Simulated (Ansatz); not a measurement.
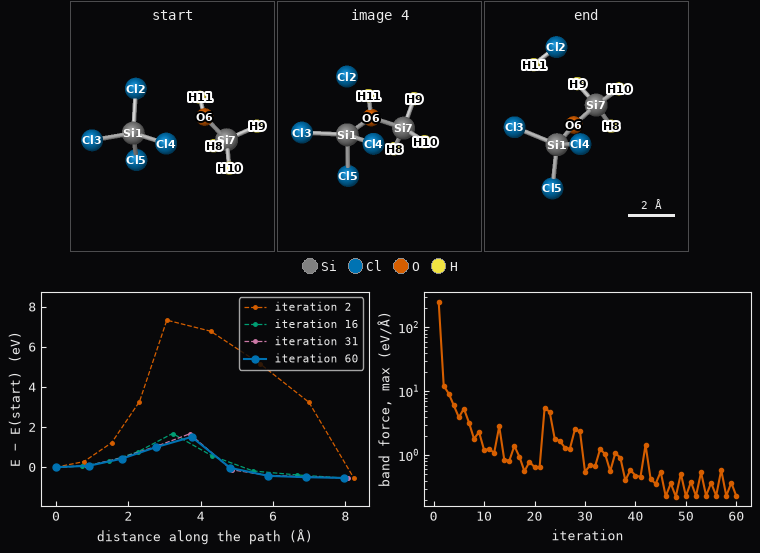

A search for the minimum-energy path of Si2H4OCl4, made up at the start of SiCl₄ and SiH₄O by the nudged elastic band. Images are numbered from 0 (start) to 8 (end). The plot follows the band through its iterations. A ball-and-stick model, seen at a tilt.

These are results of RHF/def2-SVP (Ansatz 0.2.0), not measurements. Set-up: 7 movable images; climbing image; force threshold 0.05 eV/Å; iteration limit 60; optimiser L-BFGS; largest step 0.5 Å; starting path through a guess of the saddle point.

Question: How did the profile develop, and is the result final?

Answer: The result isn't final. The band hadn't converged when the run stopped after 60 iterations. The largest component of the band force went from 250 to 0.23 eV/Å. The barrier read from it is provisional, though the highest image hardly moved in the last two iterations. The step length is far from the usual. The first iteration put the highest image at 57.76 eV. Forward barrier 1.51 eV, backward barrier 2.05 eV, with image 4 at the top; the reaction energy is −0.54 eV.

Limits of the set-up: the start holds two separate molecules, 3.2 Å apart at their closest, whose relative position is a soft coordinate and is computed without a dispersion correction; Hartree-Fock leaves out electron correlation.
